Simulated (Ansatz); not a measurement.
# Random alloy of the hcp Ru-Mo line, x = 0.0625 (64 atoms), relaxed: mesh and functional compared

Which bonds does the relaxation leave, and how do forces and pressure change with k-mesh and functional?

Calculated with Ansatz 0.2.0: Kohn-Sham DFT, PBE, PAW (set soft_2), plane waves; cutoff 420 eV, k-mesh 2×2×2, fermi-dirac smearing of 0.1 eV.

**The cell**

The cell holds 64 atoms: 4 Mo and 60 Ru. Its edges and angles: a = 10.879 Å, b = 10.879 Å, c = 8.600 Å, α = 90.0°, β = 90.0°, γ = 120.0°. It derives from Ru (hcp Ru-Mo) and Mo, repeated 4×4×2. Hcp Ru-Mo: 64 atoms, 4 of 64 Ru sites given to Mo at random, cell and internal coordinates interpolated linearly between the end members (Vegard's rule); not relaxed, displaced by a Gaussian of 0.02 Å. Lattice constants are starting values near those of PBE.

Cell and atoms were relaxed with PBE. The walk converged after 4 steps by the program's count, with a largest force component of 0.0110 eV/Å; it began at an r.m.s. force component of 0.30 eV/Å. The edges went from 10.879, 10.879, 8.600 to 10.924, 10.925, 8.605 Å, and the volume from 13.773 to 13.894 Å³ an atom (+0.9 %).

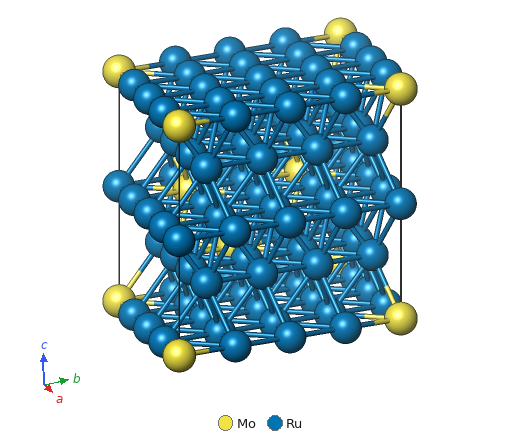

The relaxed cell. Some periodic images of atoms are drawn too.

The input of the reference single point:

```yaml
crystal:
  lattice:
    - [10.92403, -0.00166, -0.00017]
    - [-5.46345, 9.4603, -0.00082]
    - [-0.00013, -0.00082, 8.60536]
  atoms:
    - { symbol: Mo, position: [3.0e-05, 0.99933, 0.99987] }
    - { symbol: Ru, position: [0.08207, 0.16663, 0.25056] }
    - { symbol: Ru, position: [0.99929, 0.99832, 0.49994] }
    - { symbol: Ru, position: [0.08224, 0.16693, 0.75039] }
    [... 58 atom lines left out ...]
    - { symbol: Ru, position: [0.74992, 0.74947, 0.50005] }
    - { symbol: Ru, position: [0.83262, 0.91643, 0.74953] }
kpoints:
  mp_grid: { grid: [2, 2, 2] }
hamiltonian:
  xc: pbe
scf:
  occupations: { method: fermi_dirac, width: 0.1 }
output:
  forces: true
  stress: true
  populations: true
  dos:
    method: { smearing: { sigma: 0.08 } }
    de: 0.05
    projected: { site_lists: { Mo: [Mo], Ru: [Ru] } }
  eigenvalues: true
  write_density: true
  write_potential: true
  volumetric_format: npy
```

**Bonds after relaxation**

Neighbours by pair of elements; one cutoff, the widest of the pairs' first minima of g(r), serves all pairs of this metal:

```tsv
pair A-B	cutoff (Å)	bonds	mean length (Å)	spread (Å)	shortest (Å)	B about A	A about B
Ru-Ru	3.12	337	2.70	0.034	2.65	11.2	11.2
Ru-Mo	3.12	46	2.71	0.038	2.64	0.767	11.5
Mo-Mo	3.12	1	2.75	0	2.75	0.5	0.5
```

How many atoms have how many bonded neighbours:

```tsv
element	mean	12
Mo	12	4
Ru	12	60
```

**Levels of theory**

Single points at the relaxed geometry:

| functional | k-mesh | pressure (GPa) | r.m.s. force component (eV/Å) | SCF cycles | time |
| --- | --- | --- | --- | --- | --- |
| PBE | 2×2×2 | 0.00 | 0.003 | 8 | 7.6 s |
| PBE | 3×3×3 | 0.03 | 0.041 | 8 | 13 s |
| r2SCAN | 2×2×2 | -6.26 | 0.020 | 14 | 10 s |
| PBEsol | 2×2×2 | -10.34 | 0.012 | 8 | 7.7 s |

Cutoffs: 420 eV for PBE and PBEsol; 500 eV for r2SCAN.

**Findings**

Every run has partly filled levels at the Fermi energy, as in a metal. Against the reference the pressure changes with r2SCAN by -6.3 GPa and PBEsol by -10.3 GPa; a negative change means a smaller volume than PBE would take. The denser mesh moves the energy by +4.0 meV/atom and the pressure by +0.04 GPa. On it the r.m.s. force component is 0.041 eV/Å against 0.003, so the geometry is at rest on the reference mesh alone.

Limits: All single points share the geometry relaxed with PBE. One random arrangement of the atoms on their sites.

[Logs are printed without paths, hosts, clocks, repeated set-up lines and the standing remarks that a program may print on its own settings, such as how far it seeks lower states.]

[Hosts, paths, dates, database ids (printed as entryN), source tags and the programs' standing remarks are cut or masked in the printed files.]
